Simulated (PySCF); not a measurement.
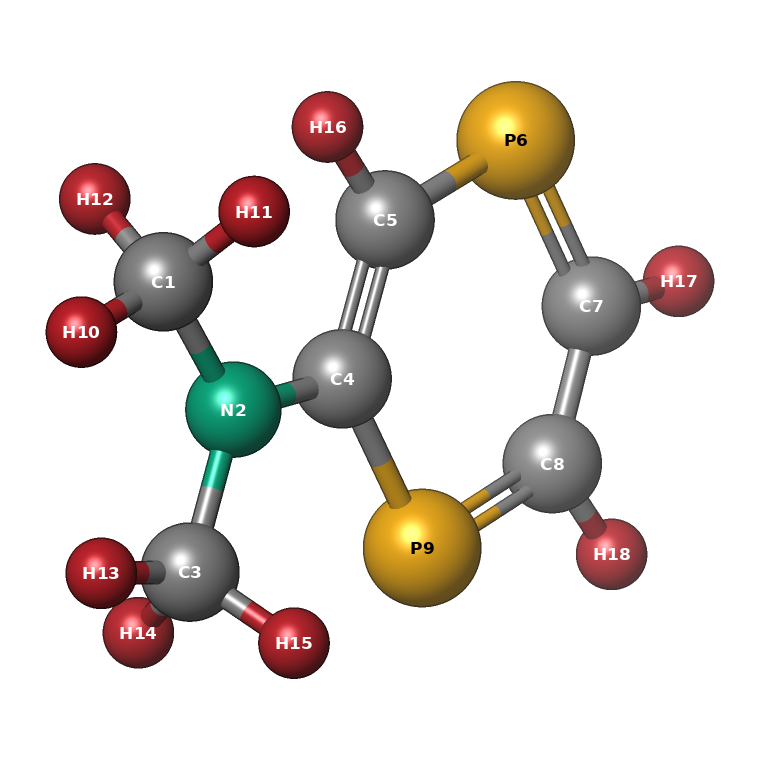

The geometry was computed by an optimisation with PBE0-D3(BJ)/def2-SVP. No frequency run is at hand to confirm it as a minimum. Method: TDDFT CAM-B3LYP/def2-SVPD, vertical, gas phase, core orbitals frozen in the response (PySCF 2.14.0), and the same with a continuum solvent (IEF-PCM, Bondi radii x 1.2, gas-phase geometry).

How do dipole (D), HOMO–LUMO gap (eV), lowest singlet (eV) change in benzene (ε = 2.3)?

```
   medium  dipole (D)  HOMO–LUMO gap (eV)  lowest singlet (eV)
gas phase        2.86                6.12                 3.54
  benzene        3.38                6.06                 3.41
```
